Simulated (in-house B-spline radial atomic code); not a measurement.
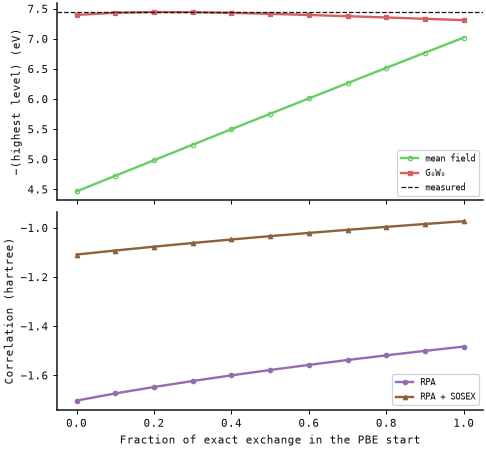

G₀W₀ and RPA for neutral manganese ([Ar] 3d⁵ 4s²) as exact exchange is mixed into the PBE start. All-electron spherical atom, scalar X2C, no spin-orbit coupling, Breit or QED terms; computed with a B-spline radial code.

Question: Where does the G₀W₀ correction vanish, and how does the correlation energy move?

Answer: The mean-field binding energy of 4s↓ runs from 4.46 eV at fraction 0 to 7.02 eV at 1, the G₀W₀ value only from 7.39 to 7.31 eV. The two curves don't cross in this range. The measured removal energy is 7.43 eV. The RPA correlation energy goes from −1.703 to −1.484 hartree, and with SOSEX from −1.109 to −0.9738.
